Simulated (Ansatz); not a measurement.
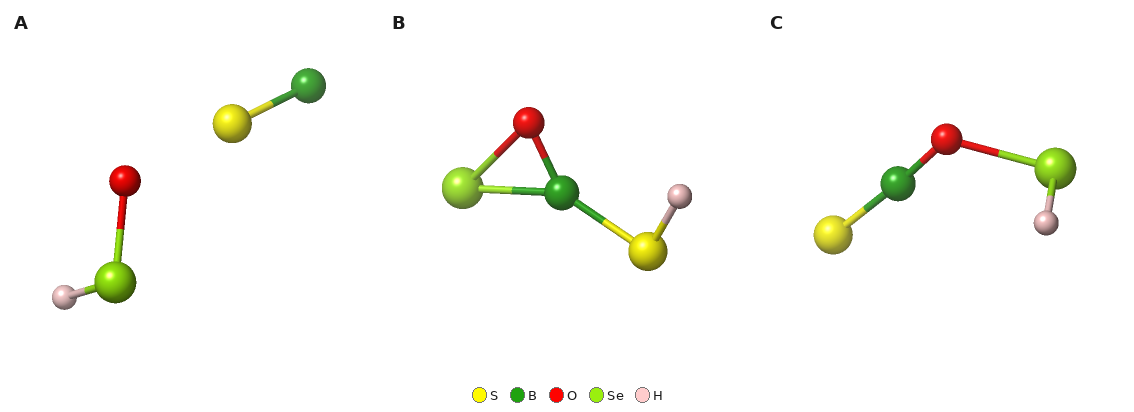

3 stationary structures of one formula. Geometries: PBE-D4/def2-SVP. Electronic energies: PBE-D4/def2-SVP (Ansatz 0.2.0), without zero-point energy. No frequency run is at hand to confirm each as a minimum.

Question: Which is lowest in energy, and by how much?

Answer: B is lowest (Cs); C lies 0.113 eV above it (C1), A lies 5.443 eV above it (C1).
